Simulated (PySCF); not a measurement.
System: C5H12OSi (SMILES O[SiH2]C1CCCC1).

Input

```
{"job": {"kind": "nmr", "xc": "PBE0", "basis": "pcSseg-1"}, "charge": 0, "multiplicity": 1}
O      3.029422     1.304426     0.188815
Si     2.150925    -0.115058     0.107258
C      0.339181     0.109222     0.543283
C     -0.402748     1.110897    -0.387695
C     -1.621232     0.348741    -0.934327
C     -1.868640    -0.762680     0.081234
C     -0.454573    -1.210825     0.441696
H      3.200509     1.651831     1.068285
H      2.751267    -1.161229     1.001316
H      2.248818    -0.551725    -1.315914
H      0.277658     0.472131     1.584439
H     -0.717109     1.996126     0.186363
H      0.230852     1.491283    -1.204925
H     -2.494802     0.998796    -1.094352
H     -1.374443    -0.101533    -1.910301
H     -2.501039    -1.576443    -0.305937
H     -2.367912    -0.354195     0.977164
H     -0.061847    -1.846206    -0.373928
H     -0.400616    -1.809186     1.363571
```

Launched as:

```sh
OMP_NUM_THREADS=1 python probes_run.py task.json out
```

Geometry: PBE0-D3(BJ)/def2-SVP.

Method: PBE0/pcSseg-1, SCF density, gas phase, non-relativistic in PySCF.

Question: What will maps of the electron density and electron localisation function show?

Answer: C–C (1.54 Å): ρ is about 1.6 e/Å³ halfway; the ELF peaks at about 0.95 between the atoms; localised, covalent bonding.

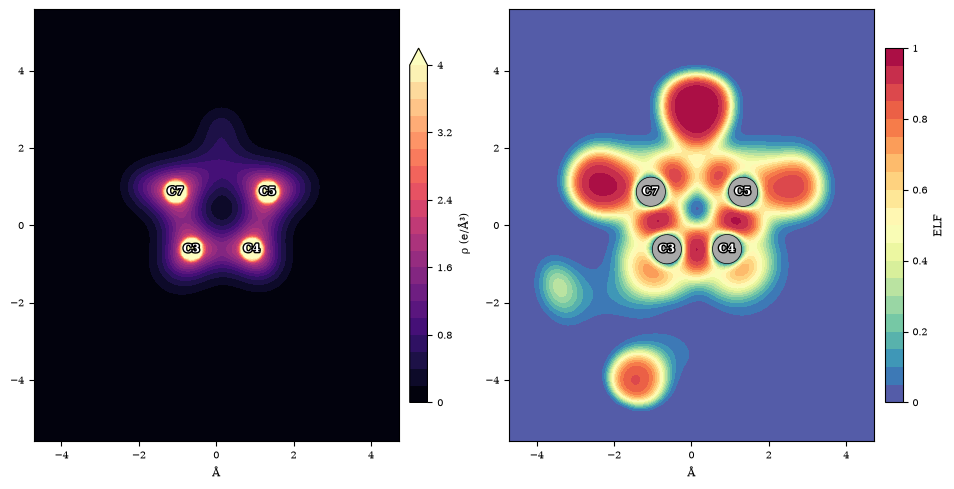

Computed electron density and electron localisation function on the plane of atoms C4, C3 and C7, in this order. Grey discs cover the atomic cores in the ELF map. 
